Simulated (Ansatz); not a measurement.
# TiO2: a relaxation, part 2 of 2

The task: find the equilibrium cell of TiO2.

Ansatz 0.2.0; DFT r2SCAN, scalar-relativistic, plane waves, PAW. The steps go on from the part before.

## (3) Full relaxation

File input.yaml:

```yaml
crystal:
  lattice:
    - [0.0, 4.219175, 4.219175]
    - [4.219175, 0.0, 4.219175]
    - [4.219175, 4.219175, 0.0]
  atoms:
    - { symbol: Ti, position: [0.625, 0.625, 0.125] }
    - { symbol: Ti, position: [0.125, 0.625, 0.625] }
    - { symbol: Ti, position: [0.625, 0.125, 0.625] }
    - { symbol: Ti, position: [0.625, 0.625, 0.625] }
    - { symbol: O, position: [0.390799, 0.390799, 0.390799] }
    - { symbol: O, position: [0.390799, 0.827603, 0.390799] }
    - { symbol: O, position: [0.390799, 0.390799, 0.827603] }
    - { symbol: O, position: [0.827603, 0.390799, 0.390799] }
    - { symbol: O, position: [0.859201, 0.859201, 0.422397] }
    - { symbol: O, position: [0.422397, 0.859201, 0.859201] }
    - { symbol: O, position: [0.859201, 0.422397, 0.859201] }
    - { symbol: O, position: [0.859201, 0.859201, 0.859201] }
basis:
  ecutwfc: 500
kpoints:
  mp_grid: { grid: [6, 6, 6] }
hamiltonian:
  xc: r2scan
scf:
  occupations: { method: gaussian, width: 0.02 }
output:
  forces: true
  stress: true
  eigenvalues: true
  write_density: true
  write_potential: true
  elf: true
  volumetric_format: npy
relax:
  adjacent_minimum: "off"
  f_tol: 0.005
  max_steps: 80
  cell: { stress_tol: 0.05 }
```

Command:

```bash
$ ansatz run input.yaml --threads 2 --pin off --max-ram 5120MiB --backend cpu --events-out ev --progress --plain --runs-dir out
```

The log of the run:

```text
Warning: RAYON_NUM_THREADS=2 ignored (pool sized by the plan → 2); use --threads N
Engine: ansatz 0.2.0, x86_64-unknown-linux-gnu
Pseudopotentials: kind: paw
Pseudopotential: Ti, paw, valence charge 12, recommended cutoff 500 eV (meta_gga), Ti.paw.azcp
Pseudopotential: O, paw, valence charge 6, recommended cutoff 500 eV (meta_gga), O.paw.azcp
Functional definition: r2SCAN
  parameter k0 = 0.174
  parameter k1 = 0.065
  parameter a1 = 4.9479
  exchange = r2scan_x(k0 = k0, k1 = k1, a1 = a1)
  correlation = r2scan_c
Crystal: 12 atoms, lattice volume = 150.215 Å³
Basis set: ecut = 500 eV, 3839 PW (Γ), exchange–correlation on 180×180×180 points (64 copies of the dense FFT grid, shifted against one another)
Bands: 60, of which v1, the nominal top of the filled ones, is band 48 counted from 1 (47 counted from 0)
Symmetry: 48 space group operations
Space group: Fd-3m (ITA 227), of the structure as read, at distance tolerance 5.3e-5 Å
k-points: 16 of 216
Non-local potential: Ti, projectors of the file, l = 0: 3, l = 1: 2, l = 2: 3, l = 3: 1
Non-local potential: O, projectors of the file, l = 0: 2, l = 1: 2, l = 2: 1
PAW form: soft (Blöchl's): semilocal exchange-correlation on the pseudo side does not see the compensation charge
PAW frozen core: Ti, regenerated for the run's functional (the file was generated under x = pbe(κ = 0.804, μ = 0.2195149727645171), c = pbe(β = 0.06672455060314922))
PAW frozen core: O, regenerated for the run's functional (the file was generated under x = pbe(κ = 0.804, μ = 0.2195149727645171), c = pbe(β = 0.06672455060314922))
PAW one-centre angular grid: Ti, 590 points (default); XC on 160 Gauss nodes
PAW one-centre angular grid: O, 302 points (default); XC on 160 Gauss nodes
Initial density: superposition of atomic densities (neutral atoms: chi_scale 0, normalization atom), corrected by the library's trained network
Initial wavefunctions: pseudopotential atomic-orbital guess
Functional: x = r2scan, c = r2scan; τ floored in thin density (d = 2e-4 eV/Å³)
SCF iter   1: F=—  HF=-14582.854651 eV  |F-HF|=—  |Δ(HF+E_count)|=         —  Δρ=2.83e-2  dr2=1.44e0  dr2_τ=7.61e-1  ethr=1.77e-3  ⟨swp⟩=5.2  Hψ=3634  notcnv=0
preconditioner: auto → Resta (q_TF=auto, 2.532 Å⁻¹)  ε∞=6.5  [insulator: Δε(μ)=2.695 eV  Ē_g=10.367 eV  σ=0.020 eV  W_gap=1.00  n_scr=50 (ndim 8)  ℏωp=24.2 eV  f_vac=0.169  D(μ)=0.00/eV (n_scr^D=0)  ε∞_Penn≈6.5]
SCF iter   2: F=—  HF=-14582.905445 eV  |F-HF|=—  |Δ(HF+E_count)|=   5.08e-2  Δρ=1.54e-2  dr2=2.07e-1  dr2_τ=8.18e-2  ethr=1.50e-3  ⟨swp⟩=2.7  Hψ=1815  notcnv=0  defer=108
SCF iter   3: F=—  HF=-14582.878747 eV  |F-HF|=—  |Δ(HF+E_count)|=   2.67e-2  Δρ=5.34e-3  dr2=2.95e-2  dr2_τ=1.42e-3  ethr=2.15e-4  ⟨swp⟩=2.2  Hψ=1365  notcnv=0  defer=108
SCF iter   4: F=—  HF=-14582.873546 eV  |F-HF|=—  |Δ(HF+E_count)|=   5.20e-3  Δρ=1.41e-3  dr2=2.38e-3  dr2_τ=3.24e-4  ethr=3.07e-5  ⟨swp⟩=2.4  Hψ=1327  notcnv=0  defer=108
SCF iter   5: F=—  HF=-14582.873587 eV  |F-HF|=—  |Δ(HF+E_count)|=   4.12e-5  Δρ=3.13e-4  dr2=3.20e-4  dr2_τ=1.18e-5  ethr=2.48e-6  ⟨swp⟩=2.2  Hψ=1503  notcnv=0  defer=108
SCF iter   6: F=—  HF=-14582.873625 eV  |F-HF|=—  |Δ(HF+E_count)|=   3.73e-5  Δρ=8.34e-5  dr2=2.92e-5  dr2_τ=3.34e-7  ethr=3.34e-7  ⟨swp⟩=2.0  Hψ=1151  notcnv=0  defer=108
SCF iter   7: F=—  HF=-14582.873764 eV  |F-HF|=—  |Δ(HF+E_count)|=   1.39e-4  Δρ=1.86e-5  dr2=5.47e-7  dr2_τ=2.93e-8  ethr=3.04e-8  ⟨swp⟩=2.0  Hψ=1344  notcnv=0  defer=108
SCF iter   8: F=-14582.873764 eV  HF=-14582.873764 eV  |F-HF|=1.62e-8  |Δ(HF+E_count)|=   6.28e-7  Δρ=3.65e-6  dr2=1.84e-8  dr2_τ=1.64e-9  ethr=1.04e-10  ⟨swp⟩=15.8  Hψ=7265  notcnv=0
SCF 1 converged in 8 iterations: F = -14582.873764 eV  dr2 = 1.84e-8
relax step   1: F+E_penalty+E_count = -14582.87376417 eV  Δ(F+E_penalty+E_count) = +0.000e0 eV  max|allowed force component| = 2.415e-1 eV/Å  Δτ_max = 0.0000 Å  P = -5.449 GPa  Ω = 150.215 Å³  (8 SCF iters, dr2 threshold 1.00e-7 eV, accepted)
[... 14 lines left out ...]
relax step   2: F+E_penalty+E_count = -14582.94296154 eV  Δ(F+E_penalty+E_count) = -6.920e-2 eV  max|allowed force component| = 1.080e-1 eV/Å  Δτ_max = 0.0054 Å  P = -1.494 GPa  Ω = 146.548 Å³  energy of the carried Pulay correction = +2.013e-3 eV  (7 SCF iters, dr2 threshold 1.20e-6 eV, accepted)
[... 10 lines left out ...]
relax step   3: F+E_penalty+E_count = -14582.94928885 eV  Δ(F+E_penalty+E_count) = -6.327e-3 eV  max|allowed force component| = 3.222e-2 eV/Å  Δτ_max = 0.0085 Å  P = +0.161 GPa  Ω = 146.149 Å³  energy of the carried Pulay correction = +2.236e-3 eV  (6 SCF iters, dr2 threshold 1.20e-6 eV, accepted)
[... 10 lines left out ...]
relax step   4: F+E_penalty+E_count = -14582.95000360 eV  Δ(F+E_penalty+E_count) = -7.147e-4 eV  max|allowed force component| = 7.319e-4 eV/Å  Δτ_max = 0.0033 Å  P = +0.023 GPa  Ω = 145.929 Å³  energy of the carried Pulay correction = +2.358e-3 eV  (6 SCF iters, dr2 threshold 6.52e-8 eV, accepted)
[... 10 lines left out ...]
relax step   5: F+E_penalty+E_count = -14582.94747237 eV  Δ(F+E_penalty+E_count) = +2.531e-3 eV  max|allowed force component| = 5.956e-4 eV/Å  Δτ_max = 0.0000 Å  P = +0.036 GPa  Ω = 145.929 Å³  stress off target by 3.59e-2 GPa  SCF on the basis re-selected at this cell (its energy is not comparable with the rows above)  (6 SCF iters)
basis re-selected at this cell: Δ(F+E_penalty+E_count) = +2.531e-3 eV, ΔP = +0.013 GPa vs the last step (what re-selecting the basis moved, of the pressure what is left beyond the Pulay correction that the steps carried, after the strain that the cell walked since its last selection, with what the two solves' SCF thresholds leave and, on support functions, any second-order correction that the steps lacked; it is no measure of the basis error at this ecutwfc). This SCF's stress stands 3.59e-2 GPa from its target on what of the cell is left free (relax.cell.stress_tol is 5.00e-2 GPa) and its largest allowed force component is 5.96e-4 eV/Å (relax.f_tol is 5.00e-3 eV/Å): within both
SCF converged after 6 iterations
Free energy (F): -14582.947472 eV
Harris-Foulkes:  -14582.947472 eV  (|F-HF|=2.00e-11)
Internal energy: -14582.947472 eV  (E = F + TS)
E sigma→0 (E₀):  -14582.947472 eV
Fermi energy:    6.698927 eV
--- Per-component energies (eV) ---
  E_band       = -1125.862564
  E_kinetic    = 2501.981079
  E_local      = -8638.557434  (includes V_loc(G=0)·N_el)
  E_nonlocal   = 385.103094
  E_hartree    = 3458.453608
  E_xc         = -965.323631
  E_vxc        = -1387.498410  (∫ρ·V_xc dr)
  E_paw        = -5494.712942  (= ΣΔE_a)
  E_vpaw       = -996.404433  (= ΣTr[D̂ρ^β])
  E_aug_tail   = 0.008743  (compensation charges beyond the density's cutoff)
  E_vtau       = 92.597741  (kinetic-family band-sum trace: ∫τ·v_τ [+ j·A + Jᵃ·Aᵃ] dr)
  E_ewald      = -5828.630634
  E_core_change = -1.269356  (= ΣΔE_core)
  E_smearing   = -0.000000  (= −TS)
  E_closure    = 0.000000  (closes the sum)
  Σ components = -14582.947472   (vs F -14582.947472, Δ=0.00e0)
--- Forces (eV/Å), atoms counted from 1 ---
  atom   1  Ti     0.00000000    -0.00000000     0.00000000
  atom   2  Ti     0.00000000    -0.00000000     0.00000000
  atom   3  Ti     0.00000000     0.00000000    -0.00000000
  atom   4  Ti     0.00000000     0.00000000    -0.00000000
  atom   5  O      0.00059564     0.00059564     0.00059564
  atom   6  O     -0.00059564     0.00059564    -0.00059564
  atom   7  O     -0.00059564    -0.00059564     0.00059564
  atom   8  O      0.00059564    -0.00059564    -0.00059564
  atom   9  O      0.00059564     0.00059564    -0.00059564
  atom  10  O     -0.00059564     0.00059564     0.00059564
  atom  11  O      0.00059564    -0.00059564     0.00059564
  atom  12  O     -0.00059564    -0.00059564    -0.00059564
  max |Σ_I F_I| component: 9.22e-18 eV/Å
--- Stress (GPa, compression-positive) ---
        0.035925      -0.000000      -0.000000
        0.000000       0.035925      -0.000000
       -0.000000      -0.000000       0.035925
  P = ⅓ Tr σ = 0.0359 GPa (0.359 kbar)
--- Band table (eV; the first three rows and the last of 16) ---
  k-point 0: bands = ["-52.9170", "-52.8351", "-52.8351", "-52.8351", "-28.6302", "-28.2937", "-28.2937", "-28.2937", "-28.0890", "-28.0890", "-27.9084", "-27.9084", "-27.9084", "-27.8461", "-27.8461", "-27.8461", "-12.9819", "-12.0256", "-12.0256", "-12.0256", "-11.3311", "-11.1279", "-11.1279", "-11.1279", "0.5579", "1.2294", "1.2294", "1.2294", "1.7071", "1.7071", "2.7025", "2.7025", "2.7025", "2.7402", "2.7402", "2.9257", "4.1547", "4.1547", "4.1547", "4.5153", "4.5153", "4.5153", "4.6864", "4.6864", "4.6864", "5.5660", "5.5660", "5.5660", "7.7926", "7.7926", "9.3577", "9.3577", "9.3577", "9.8911", "9.8911", "9.8911", "10.0121", "10.0128", "10.0128", "10.0128"]
[... 3 lines left out ...]
--- Relaxed structure (4 steps of the walk, 4 accepted, 1 SCFs on fresh bases) ---
  F+E_penalty+E_count = -14582.94747237 eV   max|allowed force component| = 5.956e-4 eV/Å   (the final SCF, on the basis selected at the relaxed cell)
  cell:  # Å, volume = 145.9294 Å³
    - [1.2738430082238977e-34, 4.17866556401055, 4.17866556401055]
    - [4.17866556401055, 1.6719189482938657e-34, 4.17866556401055]
    - [4.17866556401055, 4.17866556401055, -1.7674571739106574e-34]
  atoms:
    - { symbol: Ti, position: [0.6249999999999999, 0.6249999999999999, 0.125] }
    - { symbol: Ti, position: [0.125, 0.6249999999999999, 0.6249999999999998] }
    - { symbol: Ti, position: [0.6249999999999999, 0.125, 0.6249999999999998] }
    - { symbol: Ti, position: [0.6249999999999999, 0.6249999999999999, 0.6249999999999999] }
    - { symbol: O, position: [0.3907766821565907, 0.3907766821565907, 0.3907766821565907] }
    - { symbol: O, position: [0.3907766821565907, 0.8276699535302277, 0.3907766821565908] }
    - { symbol: O, position: [0.3907766821565907, 0.3907766821565907, 0.8276699535302277] }
    - { symbol: O, position: [0.8276699535302277, 0.3907766821565907, 0.3907766821565908] }
    - { symbol: O, position: [0.8592233178434091, 0.8592233178434091, 0.422330046469772] }
    - { symbol: O, position: [0.422330046469772, 0.8592233178434091, 0.859223317843409] }
    - { symbol: O, position: [0.8592233178434091, 0.422330046469772, 0.859223317843409] }
    - { symbol: O, position: [0.8592233178434091, 0.8592233178434091, 0.8592233178434091] }
```

It took 48 s on 2 threads of AMD EPYC 7R43 (Zen 3), shared host; peak memory 0.97 GiB.

The steps of the relaxation:

```
step  energy from step 1 (eV/cell)  largest force component (eV/Å)  pressure (GPa)  volume (Å³)
   1                        0.0000                          0.2415           -5.45       150.21
   2                       -0.0692                          0.1080           -1.49       146.55
   3                       -0.0755                          0.0322            0.16       146.15
   4                       -0.0762                          0.0007            0.02       145.93
   5                       -0.0737                          0.0006            0.04       145.93
```

Step 1 is the start. Step 5 repeats the geometry before it on a plane-wave basis chosen anew for that cell, so its energy need not be comparable with the rows above.

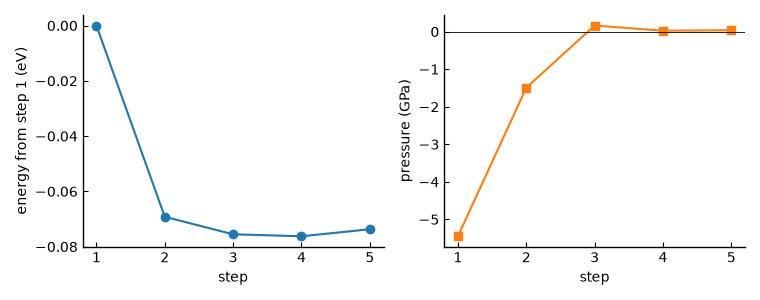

Energy and pressure along the relaxation.

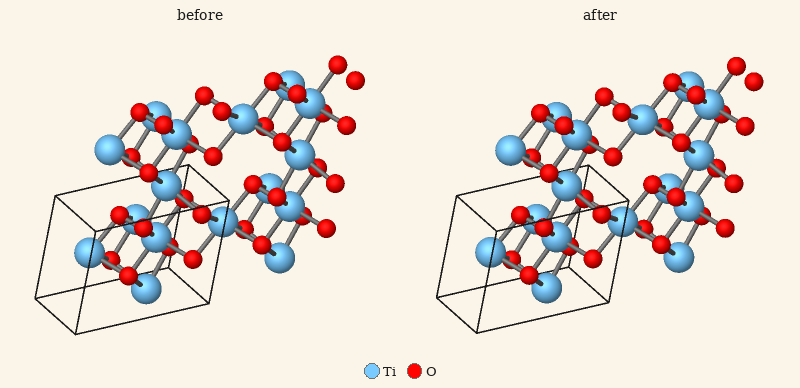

The structure before (left) and after (right) the relaxation, drawn at the same scale. The change is too small to see at this scale.

|  | before | after | change |
| --- | --- | --- | --- |
| a (Å) | 5.967 | 5.910 | -1.0 % |
| b (Å) | 5.967 | 5.910 | -1.0 % |
| c (Å) | 5.967 | 5.910 | -1.0 % |
| volume (Å³/atom) | 12.52 | 12.16 | -2.9 % |
| shortest distance (Å) | 1.985 | 1.966 | -1.0 % |
| space group (0.01 Å) | Fd-3m | Fd-3m | same |

Forces and stress were held to the start's 48 operations: a distortion of lower symmetry was not tested.

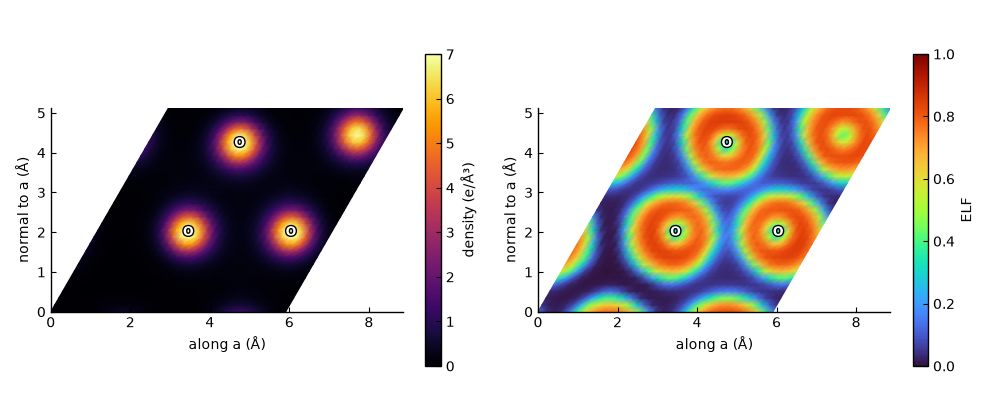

Density (left) and ELF (right) in a lattice plane of the grid's cell (edges 5.91 and 5.91 Å, at 0.391 of the third edge), which holds O. Only atoms in the plane are labelled. Both are smooth fields of the valence electrons: close to the nuclei they are not physical.

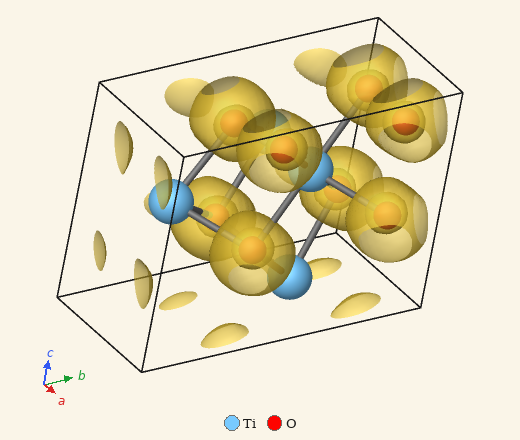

Surface of ELF = 0.75, drawn in one cell.

Maxima of ELF outside the ion cores: 0.86 beside O, off the lines to its neighbours, 0.6 Å from O; 0.81 in the shell around O, 0.6 Å from O.

## (4) Outcome

What follows sums up all 2 parts. Changes of volume or cell count from the first structure of part 1.

```
                                                               quantity                                                                      value
                                            relaxed cell (conventional)  a = 8.357 Å, b = 8.357 Å, c = 8.357 Å, α = 90.00°, β = 90.00°, γ = 90.00°
                                                   space group (0.01 Å)                                                            Fd-3m (No. 227)
                                                                 volume                                                              12.16 Å³/atom
formation energy (elements from runs with the same settings, not shown)                                                              -3.13 eV/atom
                                                        gap on the mesh                                                                    2.19 eV
```

**Reading.** Relaxation lowered the volume by 2.9 %.
